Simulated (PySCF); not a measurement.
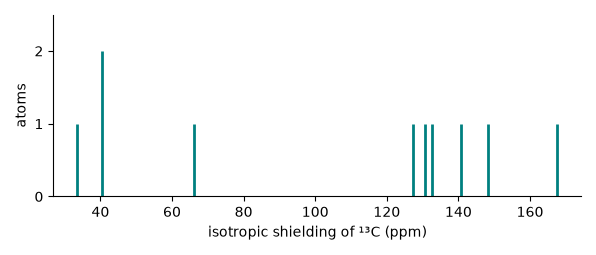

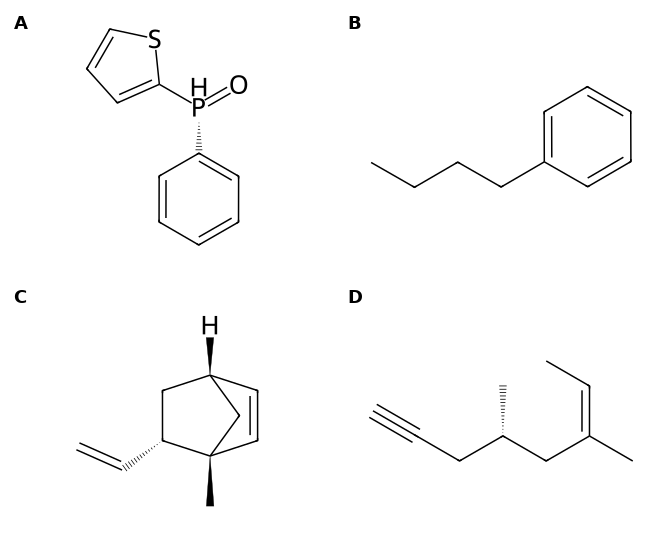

The sticks are computed shieldings of one of the molecules, for one fixed geometry (GFN2-xTB) without averaging over rotations. Low shielding means a high chemical shift. Method: GIAO PBE0/pcSseg-1 NMR shielding, non-relativistic, gas phase (PySCF 2.14.0).

> Match the spectrum to a structure.

C, `C=C[C@@H]1C[C@@H]2C=C[C@@]1(C)C2`. Its 10 C atoms give lines at 33.5, 40.4 (2 atoms), 66.2, 127.3, 130.6, 132.7, 140.8, 148.1, 167.7 ppm.
